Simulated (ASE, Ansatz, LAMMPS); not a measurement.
## Twisted graphene monolayer on bilayer, 7.34° (366 atoms): support functions against a reference

Aim: test how closely localised support functions follow the reference on twisted graphene monolayer on bilayer, 7.34° (366 atoms), and at what cost.

Main program and level: Ansatz 0.2.0; Kohn-Sham DFT, PBE+D3(BJ), PAW (set soft_2), plane waves.

### 1. The structure

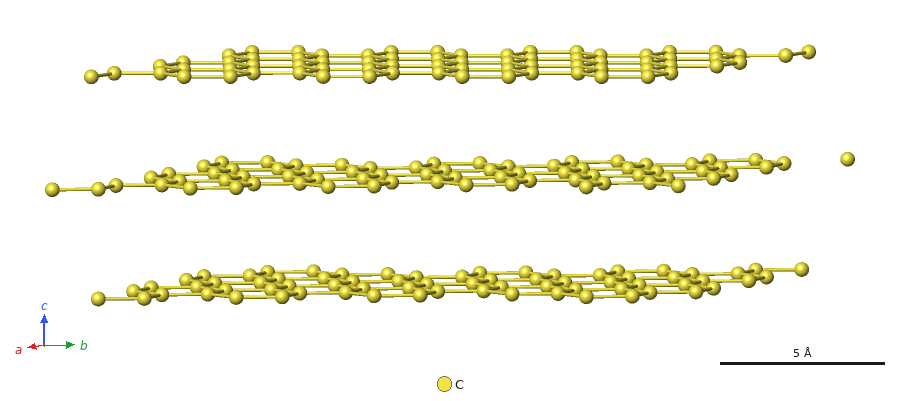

Start, viewed in part; carbon yellow. Drawn is a slice 9 Å thick, seen along the normal of the bc plane. Bonds to atoms that aren't drawn are left out.

The cell holds 366 atoms: 366 C. Its edges and angles: a = 19.213 Å, b = 19.213 Å, c = 20.690 Å, α = 90.0°, β = 90.0°, γ = 120.0°. It derives from C (graphene). Graphene (a = 2.46 Å) under graphene (a = 2.46 Å), monolayer on bilayer, commensurate cell of 61 unit cells a layer, twist 7.34 deg; facing planes 3.32, 3.37 Å apart as built; 14 Å of vacuum; minimised with a classical potential. Regions: layer 1, 122 atoms (122 C); layer 2, 122 atoms (122 C); layer 3, 122 atoms (122 C). Vacuum lies along c.

Before any run, some limits are plain. Beside vacuum, support functions can miss their usual error bounds without a warning.

### 2. Making the structure

A minimisation with a classical potential prepares the built cell.

This step: classical potential: AIREBO (Stuart, Tutein and Harrison, J. Chem. Phys. 112, 6472 (2000)) (LAMMPS stable Jul 2025 - Update 4).

Contents of in.lammps:

```
units metal
atom_style atomic
boundary p p p
atom_modify map array
read_data structure.data
pair_style airebo 3.0 1 1
pair_coeff * * CH.airebo C
thermo_style custom step temp pe press lx ly lz fmax
thermo 200
min_style cg
minimize 0 1e-4 3000 30000
write_data relaxed.data nocoeff
```

Command:

```sh
$ lmp -in in.lammps -log log.lammps -screen none -nocite
```

Numbers of over 12 decimals in the logs are rounded to 6 here.

The log of the run:

```text
LAMMPS (22 Jul 2025 - Update 4)
  366 atoms
   Step          Temp          PotEng         Press            Lx             Ly             Lz            Fmax     
         0   0             -2722.8293     -65288.344      19.2132        16.639119      20.69          0.021697758  
        90   0             -2722.8661     -65727.764      19.2132        16.639119      20.69          1.4531895e-05
Loop time of 2.86338 on 1 procs for 90 steps with 366 atoms
Minimization stats:
  Stopping criterion = force tolerance
  Energy initial, next-to-last, final = 
     -2722.82925841799  -2722.86605893678  -2722.86605893688
  Force two-norm initial, final = 0.19437186 9.9062178e-05
  Force max component initial, final = 0.021697758 1.4531895e-05
  Iterations, force evaluations = 90 180
```

Run time: 3.5 s. Hardware: 1 thread of Intel Xeon at 2.80GHz (Skylake/Cascade Lake), shared host.

### 3. Plane-wave single point

This run is the reference for what follows, at a cutoff of 420 eV.

Contents of input.yaml:

```yaml
crystal:
  lattice:
    - [19.2132, 0.0, 0.0]
    - [-9.6066, 16.63912, 0.0]
    - [0.0, 0.0, 20.69]
  atoms:
    - { symbol: C, position: [0.08743, 0.86339, 0.33644] }
    - { symbol: C, position: [0.0929, 0.79235, 0.33639] }
    - { symbol: C, position: [0.15301, 0.01093, 0.33644] }
    - { symbol: C, position: [0.15847, 0.93989, 0.33639] }
    - { symbol: C, position: [0.10383, 0.65027, 0.33642] }
    - { symbol: C, position: [0.10929, 0.57923, 0.33638] }
    - { symbol: C, position: [0.1694, 0.79781, 0.33644] }
    - { symbol: C, position: [0.17486, 0.72678, 0.3364] }
    - { symbol: C, position: [0.23497, 0.94536, 0.33643] }
    - { symbol: C, position: [0.24044, 0.87432, 0.33639] }
    - { symbol: C, position: [0.12022, 0.43716, 0.33643] }
    - { symbol: C, position: [0.12568, 0.36612, 0.33639] }
    - { symbol: C, position: [0.18579, 0.5847, 0.33644] }
    - { symbol: C, position: [0.19126, 0.51366, 0.3364] }
    - { symbol: C, position: [0.25137, 0.73224, 0.33645] }
    - { symbol: C, position: [0.25683, 0.6612, 0.33641] }
    - { symbol: C, position: [0.31694, 0.87978, 0.33643] }
    - { symbol: C, position: [0.3224, 0.80874, 0.3364] }
    - { symbol: C, position: [0.38251, 0.02732, 0.33639] }
    - { symbol: C, position: [0.38798, 0.95628, 0.33636] }
    - { symbol: C, position: [0.07104, 0.0765, 0.33645] }
    - { symbol: C, position: [0.0765, 0.00546, 0.33641] }
    - { symbol: C, position: [0.13661, 0.22404, 0.33644] }
    - { symbol: C, position: [0.14208, 0.15301, 0.3364] }
    - { symbol: C, position: [0.20219, 0.37158, 0.33644] }
    - { symbol: C, position: [0.20765, 0.30055, 0.33639] }
    - { symbol: C, position: [0.26776, 0.51913, 0.33645] }
    - { symbol: C, position: [0.27322, 0.44809, 0.3364] }
    - { symbol: C, position: [0.33333, 0.66667, 0.33645] }
    - { symbol: C, position: [0.3388, 0.59563, 0.33641] }
    - { symbol: C, position: [0.39891, 0.81421, 0.33644] }
    - { symbol: C, position: [0.40437, 0.74317, 0.33641] }
    [... 328 atom lines left out ...]
    - { symbol: C, position: [0.94534, 0.23495, 0.66293] }
    - { symbol: C, position: [0.93988, 0.15845, 0.66289] }
    - { symbol: C, position: [0.02731, 0.38249, 0.66294] }
    - { symbol: C, position: [0.02185, 0.30599, 0.66291] }
    - { symbol: C, position: [0.01092, 0.153, 0.66282] }
    - { symbol: C, position: [0.00546, 0.0765, 0.66282] }
kpoints:
  mp_grid: { grid: [3, 3, 1] }
hamiltonian:
  xc: pbe
  dispersion: d3bj
scf:
  occupations: { method: fermi_dirac, width: 0.05 }
output:
  forces: true
  populations: true
  dos:
    method: { smearing: { sigma: 0.1 } }
    de: 0.1
    projected: { site_lists: { C: [C] } }
  eigenvalues: true
```

Command:

```sh
$ ansatz run input.yaml --threads 32 --pin off --max-ram 143360MiB --backend cuda --events-out ev --progress --plain --runs-dir out
```

The log of the run:

```text
Warning: the atoms were moved onto the symmetric positions of the space group found under crystal.symmetry.tolerance 1.0e-5 (fractional; no operation is sought that the atoms, as they stand in a round, miss by more than twice it, and no atom is moved by as much as it), and the run uses the moved positions. [...]
Engine: ansatz 0.2.0, aarch64-unknown-linux-gnu
Pseudopotentials: kind: paw
Pseudopotential: C, paw, valence charge 4, recommended cutoff 420 eV (normal), C.paw.azcp
[...]
Crystal: 366 atoms, lattice volume = 6614.401 Å³
Basis set: ecut = 420 eV, 129219 PW (Γ), exchange–correlation on 270×270×288 points (8 copies of the dense FFT grid, shifted against one another)
Bands: 1098, of which v1, the nominal top of the filled ones, is band 732 counted from 1 (731 counted from 0)
Symmetry: 3 space group operations
Space group: P3 (ITA 143), of the structure as read, at distance tolerance 1.9e-4 Å
k-points: 3 of 9 (time reversal used)
[... 3 lines on functional and potentials left out ...]
Initial density: superposition of atomic densities (neutral atoms: chi_scale 0, normalization atom), corrected by the library's trained network
Initial wavefunctions: pseudopotential atomic-orbital guess
[...]
Functional: x = pbe(κ = 0.804, μ = 0.219515), c = pbe(β = 0.066725)
SCF iter   1: F=—  HF=-91889.289536 eV  |F-HF|=—  |Δ(HF+E_count)|=         —  Δρ=2.37e-3  dr2=4.00e-1  ethr=1.77e-3  ⟨swp⟩=9.0  Hψ=18893  notcnv=0  defer=766
preconditioner: auto → LDOS  [metal: Δε(μ)=0.042 eV  Ē_g=15.317 eV  σ=0.050 eV  W_gap=0.20  n_scr=1080 (ndim 8)  ℏωp=17.5 eV  f_vac=0.504  D(μ)=8.63/eV (n_scr^D=20)  β→1.0]
SCF iter   2: F=—  HF=-91889.313131 eV  |F-HF|=—  |Δ(HF+E_count)|=   2.36e-2  Δρ=1.10e-3  dr2=1.75e-1  ethr=2.73e-5  ⟨swp⟩=2.3  Hψ=6084  notcnv=0  defer=1004
SCF iter   3: F=—  HF=-91889.254396 eV  |F-HF|=—  |Δ(HF+E_count)|=   5.87e-2  Δρ=3.49e-4  dr2=3.21e-2  ethr=1.19e-5  ⟨swp⟩=2.0  Hψ=4470  notcnv=0  defer=1004
SCF iter   4: F=—  HF=-91889.250549 eV  |F-HF|=—  |Δ(HF+E_count)|=   3.85e-3  Δρ=8.41e-5  dr2=2.68e-4  ethr=2.19e-6  ⟨swp⟩=2.0  Hψ=3942  notcnv=0  defer=1004
SCF iter   5: F=—  HF=-91889.253114 eV  |F-HF|=—  |Δ(HF+E_count)|=   2.57e-3  Δρ=3.52e-5  dr2=9.48e-5  ethr=1.83e-8  ⟨swp⟩=3.0  Hψ=5030  notcnv=0  defer=1004
SCF iter   6: F=—  HF=-91889.254813 eV  |F-HF|=—  |Δ(HF+E_count)|=   1.70e-3  Δρ=5.37e-6  dr2=1.41e-6  ethr=6.47e-9  ⟨swp⟩=2.0  Hψ=5492  notcnv=0  defer=1004
SCF iter   7: F=—  HF=-91889.254818 eV  |F-HF|=—  |Δ(HF+E_count)|=   5.38e-6  Δρ=2.44e-6  dr2=6.52e-7  ethr=9.63e-11  ⟨swp⟩=2.0  Hψ=4489  notcnv=0  defer=1004
SCF iter   8: F=-91889.254818 eV  HF=-91889.254818 eV  |F-HF|=1.20e-8  |Δ(HF+E_count)|=   1.25e-7  Δρ=5.80e-7  dr2=2.67e-8  ethr=6.83e-12  ⟨swp⟩=26.7  Hψ=33035  notcnv=0
SCF 1 converged in 8 iterations: F = -91889.254818 eV  dr2 = 2.67e-8
  greatest PAW one-centre occupation: 0.674 electrons in one spin orbital (limit 2), on the C atom at site 222 (counted from 0), in its partial waves of l = 0
SCF converged after 8 iterations
Free energy (F): -91889.254818 eV
Harris-Foulkes:  -91889.254818 eV  (|F-HF|=1.20e-8)
Internal energy: -91889.192892 eV  (E = F + TS)
E sigma→0 (E₀):  -91889.223855 eV
Entropy (-TS):   -0.061926 eV (-0.169 meV/atom)
Fermi energy:    1.225137 eV
--- Per-component energies (eV) ---
  E_band       = -11597.769658
  E_kinetic    = 33342.109377
  E_local      = -650793.266828  (includes V_loc(G=0)·N_el)
  E_nonlocal   = 10009.513349
  E_hartree    = 310058.983956
  E_xc         = -17586.914607
  E_vxc        = -21775.577038  (∫ρ·V_xc dr)
  E_paw        = -36366.816405  (= ΣΔE_a)
  E_vpaw       = -2498.525014  (= ΣTr[D̂ρ^β])
  E_aug_tail   = 0.002788  (compensation charges beyond the density's cutoff)
  E_ewald      = 259495.135828
  E_disp       = -47.940351  (pairwise vdW)
  E_smearing   = -0.061926  (= −TS)
  E_closure    = 0.000000  (closes the sum)
  Σ components = -91889.254818   (vs F -91889.254818, Δ=0.00e0)
--- Forces (eV/Å), atoms counted from 1 ---
[... 366 lines of forces left out ...]
  max |Σ_I F_I| component: 4.09e-5 eV/Å
--- Band table (eV) ---
[... left out ...]
--- Löwdin populations: 366 sites ---
  site symbol       q [e]
[... 366 lines, one an atom, left out ...]
  spilling = 0.009380 (of n_electrons = 1464.000000)
```

Wall time 17 s (1 × NVIDIA GB200 with 32 threads of Arm Neoverse V2, shared host); peak memory 10 GiB.

The column dr2 measures how far the density is from self-consistency, as an energy; F and HF (Harris–Foulkes) agree once it is small.

That memory is the host's. Forces of this run were stored rounded, and per-atom blocks of the log weren't kept.

The program notes that positions were snapped to a detected symmetry.

Read from the output:

```yaml
free_energy: -91889.2548 eV
free_energy_per_atom: -251.0635 eV/atom
scf_cycles: 8
r_m_s_force_component: 0.0139 eV/Å
longest_force: 0.05431 eV/Å
fermi_energy: 1.225 eV
levels_partly_filled_by_over_2_per_cent: 4
spilling_of_the_projection: 0.00938
```

The mean of these charges, 0.038 e, is only the charge that the projection spills.

Löwdin charges by element (they lack the spilled electrons, 0.038 e an atom on average):

```tsv
element	coordination	atoms	mean charge (e)	spread	least	most
C	all	366	0.0375	0.0027	0.0311	0.0409
```

By region:

```tsv
region	atoms	mean length of the force (eV/Å)
layer 1	122	0.023
layer 2	122	0.026
layer 3	122	0.018
```

Density of states as counts of states in windows of 1 eV (from the Fermi level), total and some projections:

```tsv
from (eV)	to (eV)	total	C p	C s
-18	-17	56.7	19.2	36.6
-17	-16	61.1	24.6	35.5
-16	-15	58.8	26.1	31.9
-15	-14	71.8	32.0	39.1
-14	-13	41.8	23.1	18.2
-13	-12	70.8	47.3	22.6
-12	-11	54.5	36.3	17.7
-11	-10	58.0	42.7	14.7
-10	-9	68.7	55.9	12.3
-9	-8	76.1	64.4	11.1
-8	-7	116.7	105.6	9.8
-7	-6	166.7	158.8	6.4
-6	-5	136.5	131.8	3.8
-5	-4	110.1	107.6	2.0
-4	-3	100.3	99.5	0.4
-3	-2	76.9	76.6	0.0
-2	-1	39.7	39.5	0.0
-1	0	11.9	11.9	0.0
0	1	10.5	10.4	0.0
1	2	63.3	61.3	0.0
2	3	60.9	58.6	0.0
3	4	54.4	41.6	0.0
4	5	68.1	35.9	0.0
```

Between -20 and -18 eV lie 87 more states.

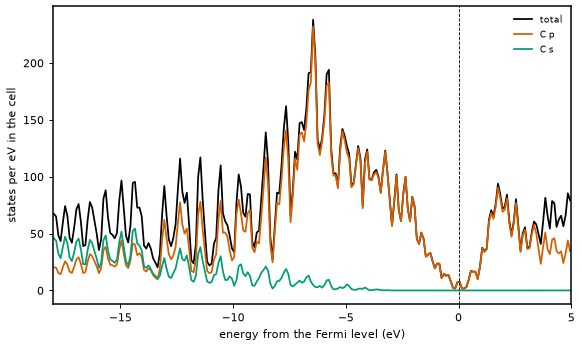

Total and projected density of states, with the broadening of the input.

Not all projections were asked for or kept, so they needn't add up to the total.

The levels nearest the highest filled one (over half full), pooled over k-points and spins:

```tsv
level less the highest filled one (eV)	occupation
-0.629	2
-0.623	2
-0.463	2
-0.401	2
-0.292	2.00
0	1.18
0.0221	0.964
0.0221	0.964
0.0295	0.89
0.335	0.004
0.541	0
0.545	0
```

Löwdin charges run from +0.03 to +0.04 e, about a mean that is the spilled charge alone. Within 0.4 eV of the Fermi level the largest share is C p (100 % of the projected weight).

### 4. Local order

These statistics describe the geometry on which the runs were made.

Normalised to the volume that the atoms fill. Pair distribution function in bins of 0.2 Å:

```tsv
r (Å)	total
1.40	4.50
1.60	0.00
1.80	0.00
2.00	0.00
2.20	0.00
2.40	2.98
2.60	0.00
2.80	1.15
3.00	0.00
3.20	0.00
3.40	0.25
3.60	0.96
3.80	1.55
4.00	0.22
4.20	1.59
4.40	0.68
4.60	0.22
4.80	0.21
5.00	1.67
5.20	0.87
5.40	0.40
5.60	0.45
5.80	0.17
6.00	0.34
6.20	1.12
6.40	0.16
6.60	1.21
6.80	0.25
```

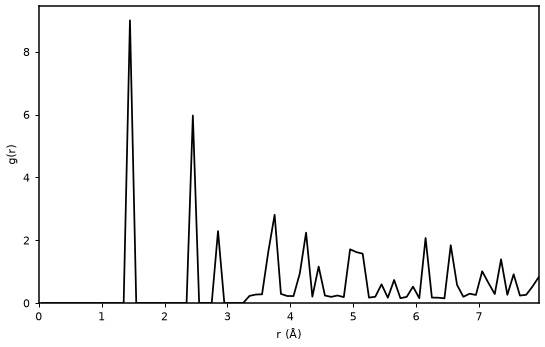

Pair distribution functions.

Bonds by pair of elements; cutoffs follow the first minimum of g(r), held within bounds set by covalent radii, and pairs that aren't listed don't count as bonded:

```tsv
pair A-B	cutoff (Å)	bonds	mean length (Å)	spread (Å)	shortest (Å)	B about A	A about B
C-C	1.82	549	1.42	0	1.42	3	3
```

How many atoms have how many bonded neighbours:

```tsv
element	mean	3
C	3	366
```

Bond angles (no mean is given where the spread exceeds 20°):

```tsv
angle	count	mean (°)	spread (°)
C-C-C	1098	120	0
```

With the cutoffs above, all C atoms have 3 bonded neighbours.

A closer look about C94, picked at random: 13 atoms, nearest first, numbered in the order of the input, with positions taken from that point.

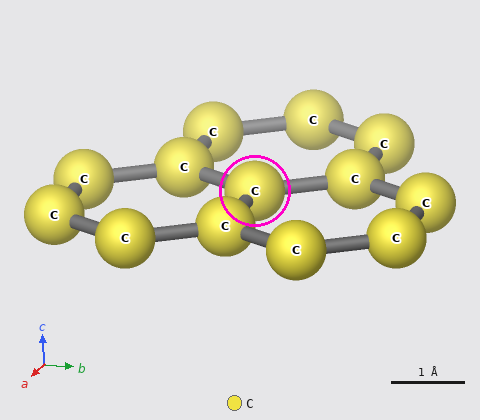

The atoms of the table, within 2.8 Å (arrows a, b, c point along x, y, z); some may hide others; the central atom is ringed.

```tsv
atom	x	y	z	distance (Å)	bonds	Löwdin charge (e)
C94	0.00	0.00	0.00	0.00	3	0.04
C91	-0.63	-1.27	0.00	1.42	3	0.04
C93	-0.79	1.18	0.00	1.42	3	0.04
C105	1.42	0.09	0.00	1.42	3	0.04
C82	-2.20	1.09	0.00	2.46	3	0.04
C96	-0.16	2.45	0.00	2.46	3	0.04
C80	-2.05	-1.36	0.00	2.46	3	0.04
C106	2.20	-1.09	0.00	2.46	3	0.04
C92	0.16	-2.45	0.00	2.46	3	0.04
C108	2.05	1.36	0.00	2.46	3	0.04
C79	-2.83	-0.18	0.00	2.84	3	0.04
C107	1.26	2.55	0.00	2.84	3	0.04
C103	1.57	-2.36	0.00	2.84	3	0.04
```

The column of bonds counts only the pairs C-C within 1.82 Å; other neighbours, such as metal atoms beside each other in a compound, aren't counted, and periodic images can show an atom twice.

### 5. Support functions medium

The cell is solved in localised support functions. The level medium gives here a grid of 90×90×96 points and a radius of 3.48 Å.

This step: Kohn-Sham DFT, PBE+D3(BJ), PAW (set soft_2), localised support functions (medium) (Ansatz 0.2.0).

input.yaml, the sections that differ from step 3:

```yaml
scf:
  occupations: { method: fermi_dirac, width: 0.05 }
  eigensolver: { kind: { support_functions: { accuracy: medium } } }
  mixing: { beta: 0.4 }
  max_iter: 150
output:
  forces: true
  eigenvalues: true
# crystal, kpoints, hamiltonian: as in step 3
```

The log of the run:

```text
Warning: scf.eigensolver.kind.support_functions: disabling space-group detection — the functions' gradient is summed over unrotated k-points, so no spatial operation reduces the k-mesh or symmetrises the density; time reversal is kept, so that k and −k are solved as one point where they differ and the mesh holds both, and exact exchange and, on two spinor components, a DFT+U term hold to it where the run has them: [...]
settings of this run that can trade accuracy for cost: scf.eigensolver.kind.support_functions [...]
[...]
device memory: the entry about to start is reckoned to put 12.7 GiB on a device that reports 182.5 GiB free
GPU FFT provider: cuFFT
GPU libraries: cuBLAS 13.8.1, cuFFT 12.4.0, cuSOLVER 12.3.2
GPU matrix products: emulated (plane waves: as basis.precision tells), large ones in fixed point in workspaces of 1.00 GiB
Crystal: 366 atoms, lattice volume = 6614.401 Å³
Basis set: ecut = 420 eV, 129219 PW (Γ), exchange–correlation on 270×270×288 points (8 copies of the dense FFT grid, shifted against one another)
Bands: 879, of which v1, the nominal top of the filled ones, is band 732 counted from 1 (731 counted from 0)
Symmetry: 1 space group operations
k-points: 5 of 9 (time reversal used)
[...]
GPU buffer pool allocated for 2624400 grid points (all kernels)
Eigensolver: Support functions (medium, 90×90×96 points, laid for a spacing of at most 0.228497 Å, radius 3.476589 Å, 191 sites without an atom, 1 species' potentials softened for the grid, 1 wholly corrected for its errors in the mean over positions, 1 with the egg-box correction, energy correction by stochastic trace)
[...]
SCF iter   1: F=—  HF=-91970.361550 eV  |F-HF|=—  |Δ(HF+E_count)|=         —  Δρ=7.49e-2  dr2=3.58e2  ethr=1.00e-1
[...]
SCF iter  12: F=-91890.604404 eV  HF=-91890.604404 eV  |F-HF|=1.50e-7  |Δ(HF+E_count)|=   3.12e-6  Δρ=3.04e-6  dr2=7.25e-7  ethr=8.30e-10
SCF 1 converged in 12 iterations: F = -91890.627078 eV  dr2 = 7.25e-7
[...]
SCF converged after 12 iterations
Stability not checked: this state was not tested for a lower state beside it, because the mixer in use, unlike msr1, does not test its closes by its own steps (another_mixer; see scf.mixing.algorithm and scf.lower_state_search)
Free energy (F): -91890.627078 eV
[...]
Internal energy: -91890.565160 eV  (E = F + TS)
E sigma→0 (E₀):  -91890.596119 eV
Entropy (-TS):   -0.061918 eV (-0.169 meV/atom)
Fermi energy:    1.224883 eV
[...]
--- Forces (eV/Å), atoms counted from 1 ---
[... 366 lines of forces left out ...]
  max |Σ_I F_I| component: 9.23e-3 eV/Å
--- Band table (eV; the first three rows and the last of 5) ---
```

It took 17 s on 1 × NVIDIA GB200 with 32 threads; peak memory 2.4 GiB.

That memory is the host's; the program planned up to 12.7 GiB on the GPU.

The program notes that the band table was not solved further than the SCF left it and it switched symmetry off.

Keys that differ from the reference: support_functions.accuracy = "medium", scf.max_iter = 150 and scf.mixing.beta = 0.4.

Forces differ from the reference by 2.5 meV/Å r.m.s.; the energy by -3.7 meV/atom.

### 6. All settings compared

Differences are against the plane-wave reference (Kohn-Sham DFT, PBE+D3(BJ), PAW (set soft_2), plane waves), whose r.m.s. force component is 0.0139 eV/Å. Energies are set beside the reference only for runs with its functional, potentials and electron count. Times are for 1 × NVIDIA GB200 with 32 threads of Arm Neoverse V2, shared host. The reference's time includes the DOS, which some other runs skip.

```tsv
run	Δ force, r.m.s. (meV/Å)	Δ energy (meV/atom)	cycles	time	host memory (GiB)
reference	-	-	8	17 s	10
support functions medium	2.46	-3.75	12	17 s	2.4
```

### 7. Results

```json
{"free energy per atom": "-251.0635 eV/atom", "r.m.s. force component": "0.0139 eV/Å", "wall time of the 2 DFT runs": "35 s"}
```

What this shows: The setting support functions medium changes forces by 2.5 meV/Å r.m.s. Differences between support functions and plane waves include what basis error the plane-wave run still has.

No gap is quoted, since levels at the Fermi energy are partly filled. With the cutoffs above, all C atoms have 3 bonded neighbours.

[Logs are printed without paths, hosts, clocks, repeated set-up lines and the standing remarks that a program may print on its own settings, such as how far it seeks lower states.]

[Hosts, paths, dates, database ids (printed as entryN), source tags and the programs' standing remarks are cut or masked in the printed files.]
